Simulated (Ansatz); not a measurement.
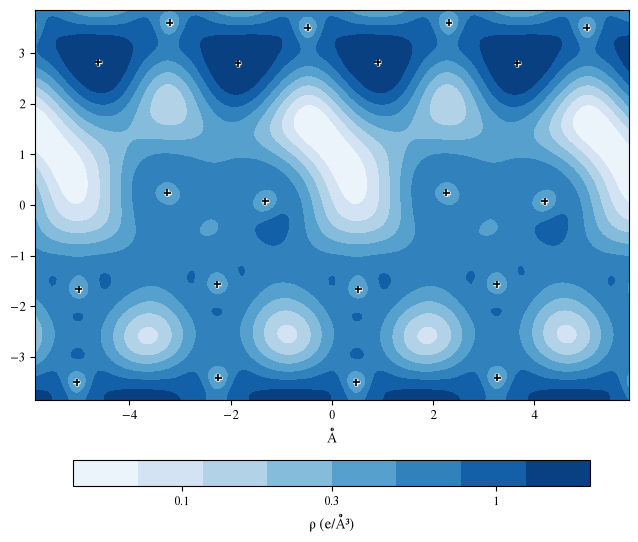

The valence pseudo-density on a plane through atoms (crosses mark nuclei in the plane).

Computed with Ansatz, DFT PBE, scalar-relativistic, plane waves, PAW.

Candidates:
A. B₂C, a = 5.52 Å, b = 5.52 Å, c = 6.28 Å, α = 73.22°, β = 81.09°, γ = 89.84°. Space group P-1; a generated structure, not necessarily the stable one; changed on purpose from its base cell (the structure that the rattled cell fell into).
B. Be₆S, a = 3.94 Å, b = 3.94 Å, c = 5.86 Å, α = 90.00°, β = 90.00°, γ = 120.00°. Space group P31m; a generated structure, not necessarily the stable one.
C. Ta₃GeMo, a = 3.37 Å, b = 3.37 Å, c = 14.99 Å, α = 90.00°, β = 90.00°, γ = 90.00°. Space group P4/mmm; a generated structure, not necessarily the stable one; computed without spin polarisation.

Question: Which system is this?

Answer: Candidate A: B₂C on the (011) plane of the conventional cell, which holds B and C. B–C (1.55 Å): the density is about 1.4 e/Å³ at the midpoint. B–C (1.55 Å): ρ at the midpoint is about 1.4 e/Å³.
